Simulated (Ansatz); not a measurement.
Starting cell, MoS₂ (2H-MoS2 type, space group P6_3/mmc):

```
MoS2
1.0
    3.14944     0.00000     0.00000
   -1.57472     2.72750     0.00000
    0.00000     0.00000    12.09150
Mo S
2 4
Cartesian
  0.00000   1.81833   3.02287
  1.57472   0.90917   9.06862
  0.00000   1.81833   7.50281
  1.57472   0.90917   1.45706
  1.57472   0.90917   4.58868
  0.00000   1.81833  10.63443
```

In each cell atom 4 (S, nearest neighbour Mo at 2.400 Å; its periodic images, 3.1 Å or more away, move with it) moves by s·(0.707, 0.707, 0.000) (along Cartesian [110]), the rest being held.

The numbers are results of PBE-D3(BJ) (plane waves to 420 eV, PAW, scalar-relativistic; Ansatz, a first-principles code), not measurements. k mesh 10×10×3 (Γ-centred), Fermi-Dirac smearing 0.05 eV. Energies are smeared free energies. MoS2 is run without spin polarisation. MoS2 was relaxed with its symmetry unable to fall. The PAW data are Ansatz's earlier set. ΔE is measured from the undisplaced structure.

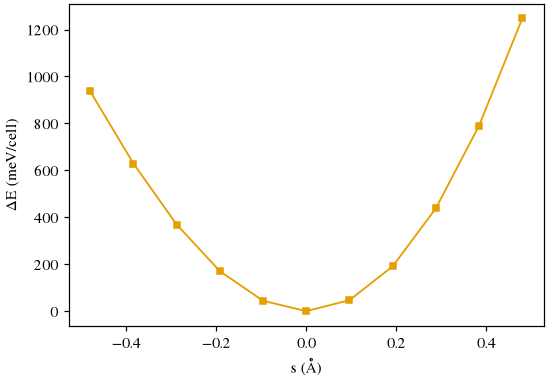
*ΔE (meV/cell) against s (Å); computed points joined by lines.*

Q: Is the energy the same for displacements of ±0.480 Å, and if not, which side lies higher?

A: Not even: the positive side lies higher at ±0.480 Å.

Q: What is the energy change at s = 0.480 Å?

A: About 1200 meV/cell.

(A displaced cell: forces are minus the slopes of the energy, force constants its curvatures, and phonons follow from these.)
